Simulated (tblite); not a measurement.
Scan of H₂Cl (cation, charge +1), singlet: map of symmetric stretch and bend. Scanned: Cl-H bond length and H-Cl-H angle.

Cartesian coordinates as functions of the variables (Å; names that start with a are angles):
```
Cl  0  0  0
H  r*sin(a/2)  0  r*cos(a/2)
H  -r*sin(a/2)  0  r*cos(a/2)
```

Calculation: GFN2-xTB, 300 K electronic temperature (tblite).

Energy in eV above the lowest grid point; x is the Cl-H bond length (Å), y the H-Cl-H angle (°).

| y \ x | 1.11 | 1.20 | 1.26 | 1.33 | 1.40 | 1.46 | 1.53 | 1.59 | 1.66 | 1.72 | 1.77 |
|---|---|---|---|---|---|---|---|---|---|---|---|
| 180 | 1.959 | 1.375 | 1.311 | 1.423 | 1.656 | 1.913 | 2.252 | 2.560 | 2.928 | 3.245 | 3.507 |
| 173 | 1.931 | 1.342 | 1.273 | 1.380 | 1.606 | 1.856 | 2.183 | 2.480 | 2.834 | 3.139 | 3.391 |
| 163 | 1.807 | 1.196 | 1.112 | 1.201 | 1.409 | 1.644 | 1.955 | 2.241 | 2.589 | 2.893 | 3.148 |
| 153 | 1.621 | 0.981 | 0.882 | 0.955 | 1.151 | 1.377 | 1.684 | 1.970 | 2.322 | 2.633 | 2.896 |
| 143 | 1.413 | 0.747 | 0.634 | 0.696 | 0.884 | 1.108 | 1.416 | 1.706 | 2.066 | 2.387 | 2.659 |
| 133 | 1.220 | 0.527 | 0.402 | 0.454 | 0.637 | 0.861 | 1.170 | 1.465 | 1.834 | 2.164 | 2.445 |
| 123 | 1.066 | 0.346 | 0.207 | 0.248 | 0.426 | 0.648 | 0.958 | 1.257 | 1.633 | 1.971 | 2.259 |
| 113 | 0.973 | 0.222 | 0.068 | 0.095 | 0.264 | 0.480 | 0.788 | 1.088 | 1.468 | 1.811 | 2.105 |
| 103 | 0.964 | 0.174 | 0.000 | 0.008 | 0.162 | 0.368 | 0.669 | 0.965 | 1.345 | 1.691 | 1.988 |
| 93 | 1.058 | 0.223 | 0.023 | 0.005 | 0.136 | 0.326 | 0.611 | 0.899 | 1.274 | 1.618 | 1.915 |
| 83 | 1.280 | 0.390 | 0.157 | 0.104 | 0.204 | 0.370 | 0.632 | 0.904 | 1.266 | 1.604 | 1.898 |
| 70 | 1.798 | 0.819 | 0.531 | 0.418 | 0.462 | 0.584 | 0.800 | 1.040 | 1.373 | 1.691 | 1.971 |

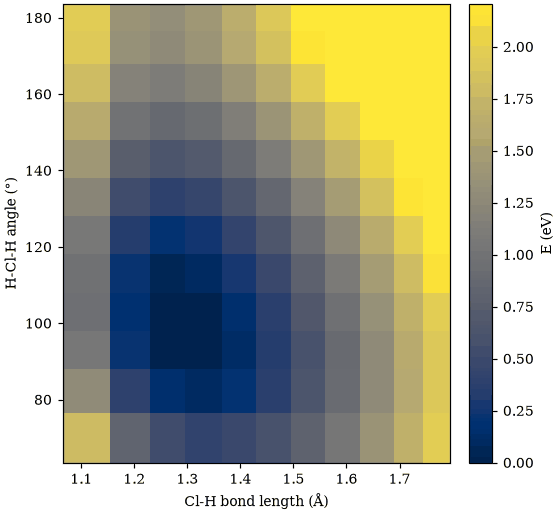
Energy surface, cut off at 2 eV.

Points that lie below all their neighbours on the grid: x = 1.26, y = 103 (0.000 eV).
